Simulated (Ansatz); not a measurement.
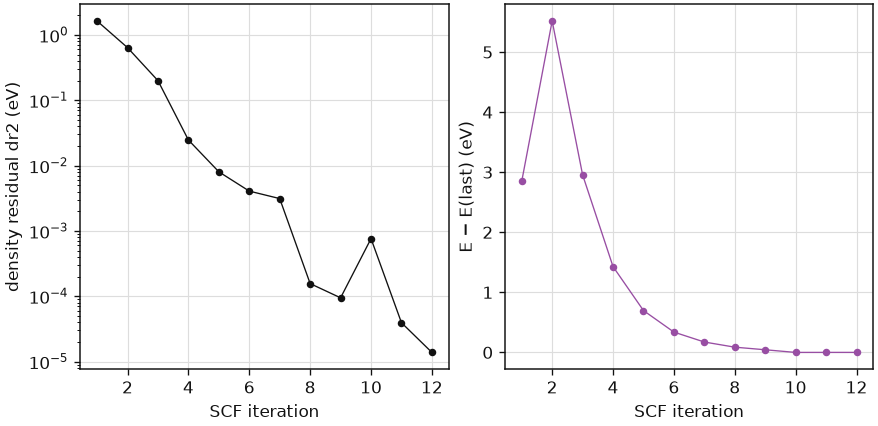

The plot shows the SCF iterations of a calculation: density residual dr2, Harris–Foulkes energy less its last value.

GdLuN$_{2}$ (4 atoms in the cell), run with Ansatz.

```
crystal:
  lattice:
    - [3.4496297, 0.0, 0.0]
    - [0.0, 3.4496297, 0.0]
    - [0.0, 0.0, 4.8780486]
  atoms:
    - { symbol: Lu, position: [0.0, 0.0, 0.0] }
    - { symbol: Gd, position: [0.5, 0.5, 0.5], spin: 7.5, spin_axis: [0, 0, 1] }
    - { symbol: "N", position: [0.0, 0.0, 0.5] }
    - { symbol: "N", position: [0.5, 0.5, 0.0] }
basis:
  ecutwfc: 420
kpoints:
  mp_grid: { grid: [14, 14, 10] }
hamiltonian:
  xc: pbe
  pseudopotentials: { kind: paw_fr }
scf:
  occupations: { method: gaussian, width: 0.1 }
  eigensolver: { kind: davidson }
output:
  forces: true
  eigenvalues: true
  stress: true
magnetization:
  noncollinear: true
  spin_orbit: true
```

Command:
```bash
ansatz run input.yaml --threads 4 --pin off --max-ram 8192MiB --backend cpu --events-out ev --progress --plain --runs-dir out
```

**How did this run end?**

It was still iterating, at step 12, when the time limit ended it. The residual is still falling at the last step (down to 1.4 × 10⁻⁵). The program keeps the magnetisation out of the quasi-Newton mixer until iteration 8 and then restarts the mixer with it.
